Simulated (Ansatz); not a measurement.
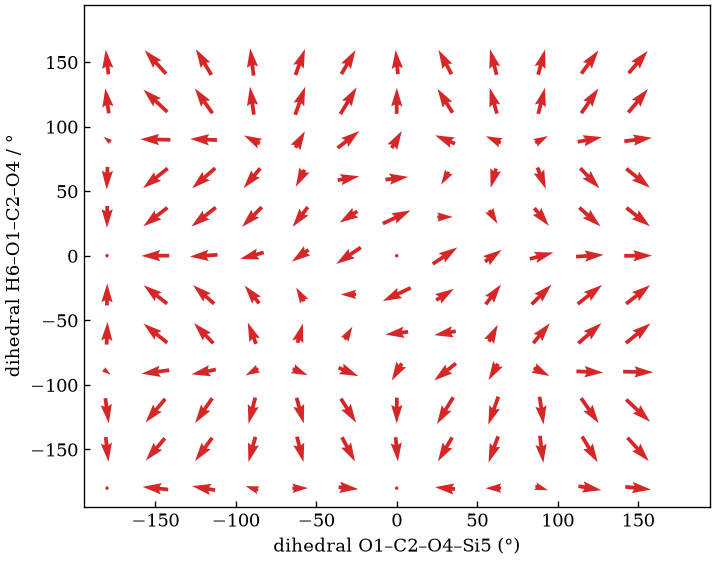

CH₄O₂SeSi, SMILES OC(=[Se])O[SiH3]. The first coordinate is: dihedral O1–C2–O4–Si5; the second: dihedral H6–O1–C2–O4. Nothing is relaxed (all other coordinates rigid). The grid has 12 × 12 points. Points are written as (first, second). Computed with RKS PBE0-D4/def2-SVP (Ansatz).

The picture shows arrows along the force (downhill), their lengths compressed.

The arrows alone are given. Where are the wells?

The arrows converge at (−180°, −180°); (−180°, 0°) (0.13 eV up); (0°, −180°) (0.21 eV up) (read from the interpolated surface).

The energy map of the same scan:

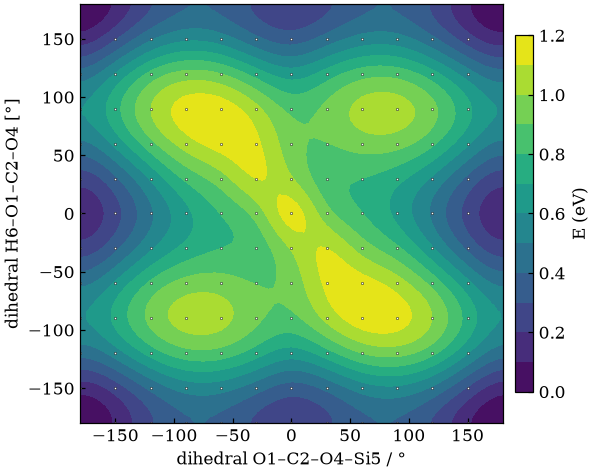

Energies are in eV, from the lowest grid point; between grid points the surface is interpolated.
